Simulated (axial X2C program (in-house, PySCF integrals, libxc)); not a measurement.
**TlCa: relativistic diatomic calculation**

System: TlCa, single determinant with Ω = 3/2 (not the lowest found). The distance is the PBE0 minimum at charge 0.
Method: expectation values, HF and Kohn-Sham, two-component X2C with atomic mean-field Coulomb and Gaunt terms, Tl dyall-cv3z, Ca dyall-cv3z (cores contracted) (axial X2C program (in-house, PySCF integrals, libxc)).

### Input file
```
{"zs": [81, 20], "q": 0, "bas": ["dyall-cv3z", "dyall-cv3z"], "r0": 3.15, "levels": ["PBE0", "HF", "LDA", "BHandHLYP", "B3LYP"], "nst": 3}
```

The line is the task of a batch: nuclear charges, charge, bases, the levels to run, a first guess of the distance and further settings. This report covers the levels named above. The log is that of the reference distance, started from orbitals converged before.

The run was one of a batch that the task file lists, launched with:
```bash
python <driver script> task.json out
```

### Output
```
two-component X2C + atomic mean field  PBE0
basis functions 267  fitting functions 1210  grid points 5807
iter        total energy     max residual
   1     -20934.391056246     1.75e-05
   2     -20934.391056246     1.99e-06
converged
one-electron -29152.95159620  Coulomb 8402.86029601  exact exchange -104.01605417  xc functional -318.56781002  nuclear repulsion 257.74716828  atomic mean-field constant -19.46306013
```

### Expectation values by level of theory

```csv
quantity,PBE0,HF,LDA,BHandHLYP,B3LYP
effective field for an electron dipole moment (GV/cm),−25.4,−119,0.896,−34.8,−5.56
field gradient at the first nucleus (a.u.),−3.17,−4.63,−3.41,−2.32,−2.74
field gradient at the second nucleus (a.u.),−0.0515,−0.387,−0.0751,−0.0301,−0.0223
"A∥/gI, first nucleus (MHz)",148,−253,−10.2,284,117
"A∥/gI, second nucleus (MHz)",−80.7,−192,16.7,−101,−14.4
```

Each column comes from one determinant, in a basis with contracted cores. The levels disagree widely: the effective field runs from −119 to 0.896 GV/cm, A∥/gI at the first nucleus runs from −253 to 284 MHz, A∥/gI at the second nucleus runs from −192 to 16.7 MHz and the field gradient at the second nucleus runs from −0.387 to −0.0223 a.u. They may not all have settled in the same state, and these values aren't reliable properties of the molecule.

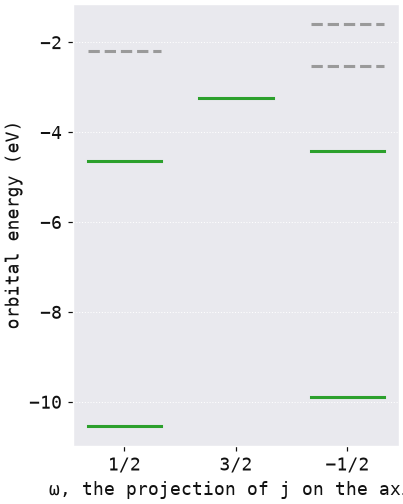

Orbital energies (PBE0) near the frontier at 3.33 Å, filled (solid) and empty (dashed). The highest filled spinor (3/2; 63 % Tl p, 19 % Ca p) lies at −3.24 eV, the lowest empty one (−1/2; 68 % Tl p, 17 % Ca p) at −2.53 eV.

### Results in brief

- outcome: converged; the levels of theory disagree widely
- hardware: 1 thread of Intel Xeon (Granite Rapids), 192 GiB of memory available, shared host
- wall time: 10 s
- peak memory: 0.62 GiB
